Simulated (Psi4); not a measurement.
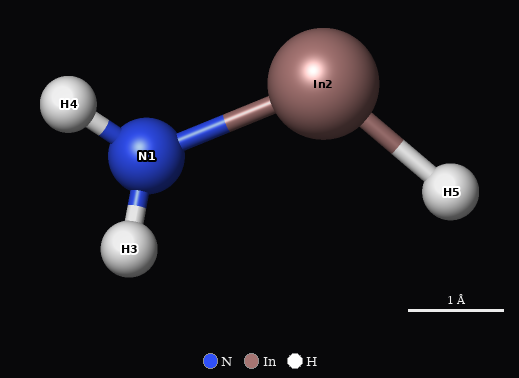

**Figure 1.** The structure as given in the input (ball-and-stick view, seen at a tilt; atoms are numbered from 1 in the order of the input). Sticks mark near contacts.

**Energy and gradient calculation of InNH3**

The run: energy and gradient calculation of InNH3, multiplicity 4, SMILES [NH2][InH]. Method and program: BLYP/def2-SVP, UKS, core potentials def2 (Psi4 1.11).

The geometry is that of the parent species in another charge or spin state. The geometry comes from this level: PBE0-D4/def2-TZVP.

**Output**
```
Psi4 1.11 release

gradient() will perform analytic gradient computation.

   => Loading Basis Set <=

    Name: DEF2-SVP
    Role: ORBITAL
    Keyword: BASIS

    !!!  WARNING: ECP capability is in beta. Please check occupations closely.  !!!

         ---------------------------------------------------------
                                   SCF
                              UKS Reference
                        1 Threads,   1525 MiB Core
         ---------------------------------------------------------

  ==> Geometry <==

    Molecular point group: c1
    Full point group: C1

    Geometry (in Angstrom), charge = 0, multiplicity = 4:

       Center              X                  Y                   Z               Mass
    ------------   -----------------  -----------------  -----------------  -----------------
         N           -0.299400000000    -0.736500000000     0.264700000000    14.003074004430
         IN           0.846600000000     0.946400000000     0.296000000000   114.903878776000
         H           -0.846800000000    -0.960800000000    -0.554700000000     1.007825032230
         H            0.017600000000    -1.585600000000     0.707600000000     1.007825032230
         H            0.331900000000     2.262600000000    -0.755100000000     1.007825032230

  Running in c1 symmetry.

  Rotational constants: A =      2.03121  B =      0.08108  C =      0.07810 [cm^-1]
  Rotational constants: A =  60894.03581  B =   2430.85269  C =   2341.50925 [MHz]
  Nuclear repulsion =   61.852746045763588

  Charge       = 0
  Multiplicity = 4
  Electrons    = 31
  Nalpha       = 17
  Nbeta        = 14

  ==> Algorithm <==

  SCF Algorithm Type is PK.
  DIIS enabled.
  MOM disabled.
  Fractional occupation disabled.
  Guess Type is SAD.
  Energy threshold   = 1.00e-09
  Density threshold  = 1.00e-08
  Integral threshold = 1.00e-12

  ==> Primary Basis <==

  Basis Set: DEF2-SVP
    Blend: DEF2-SVP
    Number of shells: 25
    Number of basis functions: 55
    Number of Cartesian functions: 58
    Spherical Harmonics?: true
    Max angular momentum: 2

  Core potential: DEF2-SVP
    Number of shells: 4
    Number of ECP primitives: 18
    Number of ECP core electrons: 28
    Max angular momentum: 3

  ==> DFT Potential <==

   => LibXC <=

    Version 7.1.2

   => Composite Functional: BLYP <=

    BLYP GGA Exchange-Correlation Functional

    Deriv               =              1
    GGA                 =           TRUE
    Meta                =          FALSE

    Exchange Hybrid     =          FALSE
    MP2 Hybrid          =          FALSE

   => Exchange Functionals <=

    1.0000     XC_GGA_X_B88

   => Correlation Functionals <=

    1.0000     XC_GGA_C_LYP

   => LibXC Density Thresholds  <==

    XC_GGA_C_LYP:  1.00E-14
    XC_GGA_X_B88:  1.00E-15

   => Molecular Quadrature <=

    Radial Scheme          =       TREUTLER
    Pruning Scheme         =           NONE
    Nuclear Scheme         =       TREUTLER

    Blocking Scheme        =         OCTREE
    BS radius alpha        =              1
    Pruning alpha          =              1
    Radial Points          =             99
    Spherical Points       =            590
    Total Points           =         278889
    Total Blocks           =           2059
    Max Points             =            256
    Max Functions          =             55
    Weights Tolerance      =       1.00E-15

  ==> Integral Setup <==

  Using in-core PK algorithm.
   Calculation information:
      Number of atoms:                   5
      Number of AO shells:              25
      Number of primitives:             50
      Number of atomic orbitals:        58
      Number of basis functions:        55

      Integral cutoff                 1.00e-12
      Number of threads:                 1

  Performing in-core PK
  Using 2373140 doubles for integral storage.
  We computed 52667 shell quartets total.
  Whereas there are 52975 unique shell quartets.

  ==> DiskJK: Disk-Based J/K Matrices <==

    J tasked:                  Yes
    K tasked:                   No
    wK tasked:                  No
    Memory [MiB]:              758
    Schwarz Cutoff:          1E-12

  Cached 100.0% of DFT collocation blocks in 0.377 [GiB].

  Minimum eigenvalue in the overlap matrix is 2.5674577416E-02.
  Reciprocal condition number of the overlap matrix is 5.5932581358E-03.
    Using symmetric orthogonalization.

  ==> Pre-Iterations <==

  SCF Guess: Superposition of Atomic Densities via on-the-fly atomic UHF (no occupation information).

   -------------------------
    Irrep   Nso     Nmo
   -------------------------
     A         55      55
   -------------------------
    Total      55      55
   -------------------------

  ==> Iterations <==

                        Total Energy        Delta E     RMS |[F,P]|

   @UKS iter SAD:  -245.49658651932492   -2.45497e+02   0.00000e+00
   @UKS iter   1:  -246.06585034514791   -5.69264e-01   1.46561e-02 DIIS/ADIIS
   @UKS iter   2:  -244.09127719715480    1.97457e+00   3.07795e-02 DIIS/ADIIS
   @UKS iter   3:  -246.25062725649371   -2.15935e+00   5.46164e-03 DIIS/ADIIS
   @UKS iter   4:  -246.25042656153991    2.00695e-04   7.36266e-03 DIIS/ADIIS
   @UKS iter   5:  -246.34940864955468   -9.89821e-02   3.51879e-03 DIIS/ADIIS
   @UKS iter   6:  -246.38075680266221   -3.13482e-02   6.04617e-04 DIIS/ADIIS
   @UKS iter   7:  -246.38150885161892   -7.52049e-04   1.96428e-04 DIIS/ADIIS
   @UKS iter   8:  -246.38146444636740    4.44053e-05   2.18390e-04 DIIS/ADIIS
   @UKS iter   9:  -246.38162551612481   -1.61070e-04   4.27348e-05 DIIS
   @UKS iter  10:  -246.38163153784586   -6.02172e-06   5.77716e-06 DIIS
   @UKS iter  11:  -246.38163162303900   -8.51931e-08   1.29070e-06 DIIS
   @UKS iter  12:  -246.38163162676994   -3.73095e-09   6.64750e-07 DIIS
   @UKS iter  13:  -246.38163162782755   -1.05760e-09   2.83587e-07 DIIS
   @UKS iter  14:  -246.38163162806725   -2.39709e-10   2.66009e-08 DIIS
   @UKS iter  15:  -246.38163162806831   -1.05160e-12   1.25273e-08 DIIS
   @UKS iter  16:  -246.38163162806885   -5.40012e-13   3.50444e-09 DIIS
  Energy and wave function converged.

  ==> Post-Iterations <==

   Electrons on quadrature grid:
      Nalpha   =   17.0000000526 ; deviation = 5.262e-08
      Nbeta    =   14.0000000235 ; deviation = 2.350e-08
      Ntotal   =   31.0000000761 ; deviation = 7.611e-08

   @Spin Contamination Metric:   4.730024274E-03
   @S^2 Expected:                3.750000000E+00
   @S^2 Observed:                3.754730024E+00
   @S   Expected:                1.500000000E+00
   @S   Observed:                1.500000000E+00

    Orbital Energies [Eh]
    ---------------------

    Alpha Occupied:

       1A    -14.120856     2A     -4.458339     3A     -2.899618
       4A     -2.897848     5A     -2.893442     6A     -0.849955
       7A     -0.670267     8A     -0.666501     9A     -0.659488
      10A     -0.657427    11A     -0.655914    12A     -0.512396
      13A     -0.428265    14A     -0.342490    15A     -0.309553
      16A     -0.165772    17A     -0.074977

    Alpha Virtual:

      18A     -0.035294    19A      0.027872    20A      0.048507
      21A      0.060420    22A      0.127759    23A      0.161085
      24A      0.163672    25A      0.212741    26A      0.295571
      27A      0.301855    28A      0.335729    29A      0.405044
      30A      0.452002    31A      0.506601    32A      0.546362
      33A      0.630319    34A      0.658495    35A      0.735784
      36A      0.793768    37A      0.854684    38A      1.157867
      39A      1.389324    40A      1.438414    41A      1.461814
      42A      1.612367    43A      1.642122    44A      1.774661
      45A      1.937967    46A      1.962664    47A      2.294458
      48A      2.384694    49A      2.552317    50A      2.905558
      51A      3.150773    52A     15.791118    53A     15.963250
      54A     16.617004    55A     60.751647

    Beta Occupied:

       1A    -14.103496     2A     -4.455428     3A     -2.897472
       4A     -2.895164     5A     -2.889445     6A     -0.812877
       7A     -0.664237     8A     -0.661228     9A     -0.653115
      10A     -0.650159    11A     -0.649149    12A     -0.499397
      13A     -0.404226    14A     -0.277096

    Beta Virtual:

      15A     -0.250764    16A     -0.119219    17A     -0.031040
      18A     -0.023496    19A      0.045675    20A      0.058133
      21A      0.079096    22A      0.145826    23A      0.186111
      24A      0.188523    25A      0.229830    26A      0.324080
      27A      0.342239    28A      0.372947    29A      0.433537
      30A      0.474678    31A      0.530899    32A      0.560710
      33A      0.673679    34A      0.713613    35A      0.754132
      36A      0.810516    37A      0.883598    38A      1.175613
      39A      1.408073    40A      1.496699    41A      1.507379
      42A      1.624040    43A      1.661675    44A      1.822502
      45A      1.969928    46A      1.996822    47A      2.355048
      48A      2.444584    49A      2.572674    50A      2.935014
      51A      3.163790    52A     15.798866    53A     15.968818
      54A     16.621440    55A     60.737930

    Final Occupation by Irrep:
              A
    DOCC [    14 ]
    SOCC [     3 ]
    NA   [    17 ]
    NB   [    14 ]

  @UKS Final Energy:  -246.38163162806885

   => Energetics <=

    Nuclear Repulsion Energy =             61.8527460457635883
    One-Electron Energy =                -533.2930537548687653
    Two-Electron Energy =                 249.6552644958021574
    DFT Exchange-Correlation Energy =     -24.5965884147658258
    Empirical Dispersion Energy =           0.0000000000000000
    VV10 Nonlocal Energy =                  0.0000000000000000
    Total Energy =                       -246.3816316280688454

  UHF NO Occupations:
  HONO-2 :   15  A 1.0000000
  HONO-1 :   16  A 1.0000000
  HONO-0 :   17  A 1.0000000
  LUNO+0 :   18  A 0.0012755
  LUNO+1 :   19  A 0.0005408
  LUNO+2 :   20  A 0.0002216
  LUNO+3 :   21  A 0.0001361

Computation Completed

Properties will be evaluated at   0.000000,   0.000000,   0.000000 [a0]

Properties computed using the SCF density matrix

 Multipole Moments:

 ------------------------------------------------------------------------------------
     Multipole            Electronic (a.u.)      Nuclear  (a.u.)        Total (a.u.)
 ------------------------------------------------------------------------------------

 L = 1.  Multiply by 2.5417464519 to convert [e a0] to [Debye]
 Dipole X            :        -29.6975035           28.6964361           -1.0010675
 Dipole Y            :        -28.8606766           27.2783856           -1.5822910
 Dipole Z            :        -14.2822506           14.1100181           -0.1722325
 Magnitude           :                                                    1.8802779

 ------------------------------------------------------------------------------------

	total time  =          7 seconds =       0.12 minutes

         ------------------------------------------------------------
                                   SCF GRAD
         ------------------------------------------------------------

  ==> Geometry <==

    Molecular point group: c1
    Full point group: C1

    Geometry (in Angstrom), charge = 0, multiplicity = 4:

       Center              X                  Y                   Z               Mass
    ------------   -----------------  -----------------  -----------------  -----------------
         N           -0.299400000000    -0.736500000000     0.264700000000    14.003074004430
         IN           0.846600000000     0.946400000000     0.296000000000   114.903878776000
         H           -0.846800000000    -0.960800000000    -0.554700000000     1.007825032230
         H            0.017600000000    -1.585600000000     0.707600000000     1.007825032230
         H            0.331900000000     2.262600000000    -0.755100000000     1.007825032230

  Nuclear repulsion =   61.852746045763588

  ==> Basis Set <==

  Basis Set: DEF2-SVP
    Blend: DEF2-SVP
    Number of shells: 25
    Number of basis functions: 55
    Number of Cartesian functions: 58
    Spherical Harmonics?: true
    Max angular momentum: 2

  Core potential: DEF2-SVP
    Number of shells: 4
    Number of ECP primitives: 18
    Number of ECP core electrons: 28
    Max angular momentum: 3

  ==> DirectJKGrad: Integral-Direct SCF Gradients <==

    Gradient:                    1
    J tasked:                  Yes
    K tasked:                   No
    wK tasked:                  No
    Integrals threads:           1
    Schwarz Cutoff:          1E-12

  ==> DFT Potential <==

   => LibXC <=

    Version 7.1.2

   => Composite Functional: BLYP <=

    BLYP GGA Exchange-Correlation Functional

    Deriv               =              1
    GGA                 =           TRUE
    Meta                =          FALSE

    Exchange Hybrid     =          FALSE
    MP2 Hybrid          =          FALSE

   => Exchange Functionals <=

    1.0000     XC_GGA_X_B88

   => Correlation Functionals <=

    1.0000     XC_GGA_C_LYP

   => LibXC Density Thresholds  <==

    XC_GGA_C_LYP:  1.00E-14
    XC_GGA_X_B88:  1.00E-15

   => Molecular Quadrature <=

    Radial Scheme          =       TREUTLER
    Pruning Scheme         =           NONE
    Nuclear Scheme         =       TREUTLER

    Blocking Scheme        =         OCTREE
    BS radius alpha        =              1
    Pruning alpha          =              1
    Radial Points          =             99
    Spherical Points       =            590
    Total Points           =         278889
    Total Blocks           =           2059
    Max Points             =            256
    Max Functions          =             55
    Weights Tolerance      =       1.00E-15

  -Total Gradient:
     Atom            X                  Y                   Z
    ------   -----------------  -----------------  -----------------
       1        0.043342592570     0.032928960803    -0.005446136817
       2       -0.053827522029    -0.057685222608    -0.015388379653
       3        0.013366753798     0.009659673635     0.016951213237
       4       -0.008801725784     0.020645702376    -0.006013552025
       5        0.005919715570    -0.005549024718     0.009895569652

	total time  =          2 seconds =       0.03 minutes

Properties will be evaluated at   0.000000,   0.000000,   0.000000 [a0]
OEProp: No title given, name of density matrix used for the following properties is 'SCF alpha density'
  Mulliken Charges: (a.u.)
   Center  Symbol    Alpha    Beta     Spin     Total
       1     N     3.99529  3.05693  0.93836 -0.05222
       2    IN    11.48436  9.72847  1.75589 -0.21282
       3     H     0.42336  0.43199 -0.00863  0.14465
       4     H     0.41200  0.43720 -0.02519  0.15080
       5     H     0.68499  0.34541  0.33958 -0.03041

   Total alpha = 17.00000, Total beta = 14.00000, Total charge = -0.00000

  Mayer Bond Indices:

  Total Bond Index:
  Irrep: 1 Size: 5 x 5

                 1                   2                   3                   4                   5

    1     0.00000000000000     0.64073494197746     0.94914928074122     0.95363087126520     0.09872764821131
    2     0.64073494197746     0.00000000000000     0.02375146046552     0.01722699931234     0.76456886514383
    3     0.94914928074122     0.02375146046552     0.00000000000000     0.00675148491627     0.00341576230800
    4     0.95363087126520     0.01722699931234     0.00675148491627     0.00000000000000     0.00298273780477
    5     0.09872764821131     0.76456886514383     0.00341576230800     0.00298273780477     0.00000000000000

  Alpha Contribution:
  Irrep: 1 Size: 5 x 5

                 1                   2                   3                   4                   5

    1     0.00000000000000     0.21831581003054     0.47675431245459     0.47961361322369     0.00093448959317
    2     0.21831581003054     0.00000000000000     0.01540777165311     0.01154845767914     0.41263786568474
    3     0.47675431245459     0.01540777165311     0.00000000000000     0.00347226390343     0.00036060854226
    4     0.47961361322369     0.01154845767914     0.00347226390343     0.00000000000000    -0.00036423877648
    5     0.00093448959317     0.41263786568474     0.00036060854226    -0.00036423877648     0.00000000000000

  Beta Contribution:
  Irrep: 1 Size: 5 x 5

                 1                   2                   3                   4                   5

    1     0.00000000000000     0.42241913194691     0.47239496828664     0.47401725804151     0.09779315861814
    2     0.42241913194691     0.00000000000000     0.00834368881241     0.00567854163320     0.35193099945909
    3     0.47239496828664     0.00834368881241     0.00000000000000     0.00327922101284     0.00305515376574
    4     0.47401725804151     0.00567854163320     0.00327922101284     0.00000000000000     0.00334697658125
    5     0.09779315861814     0.35193099945909     0.00305515376574     0.00334697658125     0.00000000000000

  Atomic Valences:

 #  #
 Irrep: 1
      1:    2.642242742195191
      2:    1.446282266899151
      3:    0.983067988431010
      4:    0.980592093298583
      5:    0.869695013467912

  Wiberg Bond Indices using Orthogonal Lowdin Orbitals:

  Total Bond Index:
  Irrep: 1 Size: 5 x 5

                 1                   2                   3                   4                   5

    1     0.00000000000000     0.95133747431948     1.03172568852241     1.03464714680435     0.10441768825489
    2     0.95133747431948     0.00000000000000     0.06611819227314     0.05959688952942     0.87567715768754
    3     1.03172568852241     0.06611819227314     0.00000000000000     0.04341696375191     0.00504164273747
    4     1.03464714680435     0.05959688952942     0.04341696375191     0.00000000000000     0.00613640092733
    5     0.10441768825489     0.87567715768754     0.00504164273747     0.00613640092733     0.00000000000000

  Alpha Contribution:
  Irrep: 1 Size: 5 x 5

                 1                   2                   3                   4                   5

    1     0.00000000000000     0.44057806253247     0.53768216789579     0.53646487576236     0.00322078885110
    2     0.44057806253247     0.00000000000000     0.03870716518243     0.03512497564020     0.50549875061776
    3     0.53768216789579     0.03870716518243     0.00000000000000     0.02265015949805     0.00106427973005
    4     0.53646487576236     0.03512497564020     0.02265015949805     0.00000000000000     0.00187126578928
    5     0.00322078885110     0.50549875061776     0.00106427973005     0.00187126578928     0.00000000000000

  Beta Contribution:
  Irrep: 1 Size: 5 x 5

                 1                   2                   3                   4                   5

    1     0.00000000000000     0.51075941178701     0.49404352062662     0.49818227104199     0.10119689940378
    2     0.51075941178701     0.00000000000000     0.02741102709071     0.02447191388922     0.37017840706978
    3     0.49404352062662     0.02741102709071     0.00000000000000     0.02076680425386     0.00397736300742
    4     0.49818227104199     0.02447191388922     0.02076680425386     0.00000000000000     0.00426513513805
    5     0.10119689940378     0.37017840706978     0.00397736300742     0.00426513513805     0.00000000000000

  Atomic Valences:

 #  #
 Irrep: 1
      1:    3.122127997901130
      2:    1.952729713809586
      3:    1.146302487284925
      4:    1.143797401013012
      5:    0.991272889607232
```

**Standard output**
```
Memory set to   1.490 GiB by Python driver.
  Threads set to 1 by Python driver.
gradient / Eh bohr^-1
[[ 0.043343  0.032929 -0.005446]
 [-0.053828 -0.057685 -0.015388]
 [ 0.013367  0.00966   0.016951]
 [-0.008802  0.020646 -0.006014]
 [ 0.00592  -0.005549  0.009896]]
energy = -246.3816316281 Eh
```

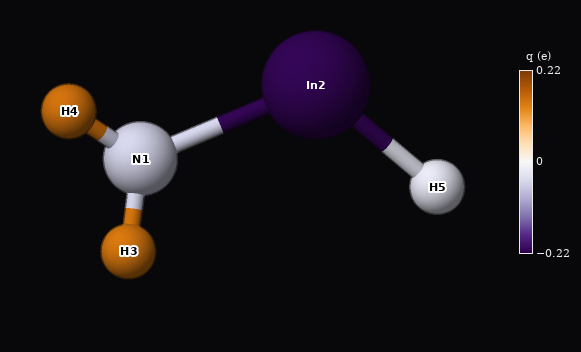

**Figure 2.** Mulliken charges, as the colour of each atom (ball-and-stick view, seen at a tilt; atoms are numbered from 1 in the order of the input). By element: N −0.05, In −0.21 and H −0.03 to +0.15 e.

The run was set up as follows.

**The input (h3inn.py)**
```python
import psi4

psi4.set_memory(1600000000)
psi4.set_num_threads(1)
psi4.set_output_file('output.dat', False)

with open('h3inn.xyz') as f:
    atoms = ''.join(f.readlines()[2:])
geom = psi4.geometry('0 4\n' + atoms + 'symmetry c1\nno_reorient\nno_com')

options = {'reference': 'uks', 'puream': True, 'e_convergence': 1e-09, 'd_convergence': 1e-08, 'scf_type': 'pk', 'dft_radial_points': 99, 'dft_spherical_points': 590, 'maxiter': 200}
psi4.set_options(options)

e, wfn = psi4.gradient('blyp/def2-SVP', return_wfn=True)
psi4.oeprop(wfn, 'MAYER_INDICES', 'WIBERG_LOWDIN_INDICES', 'MULLIKEN_CHARGES')
print('gradient / Eh bohr^-1')
print(e.np.round(6))
print(f'energy = {wfn.energy():.10f} Eh')
```

**File h3inn.xyz**
```
5
H3InN
N     -0.299400    -0.736500     0.264700
In     0.846600     0.946400     0.296000
H     -0.846800    -0.960800    -0.554700
H      0.017600    -1.585600     0.707600
H      0.331900     2.262600    -0.755100
```

Command:
```bash
python h3inn.py
```

**Key numbers**

| quantity | value |
| --- | --- |
| outcome | converged |
| total energy | −246.381632 hartree |
| basis functions | 55 |
| largest force | 4.134 eV/Å |
| ⟨S²⟩ | 3.755 |
| dipole moment | 4.78 D |
| hardware | 1 thread of Intel Xeon (Granite Rapids), 64 GiB of memory available, shared host |
| wall time | 10 s |
| peak memory | 0.62 GiB |
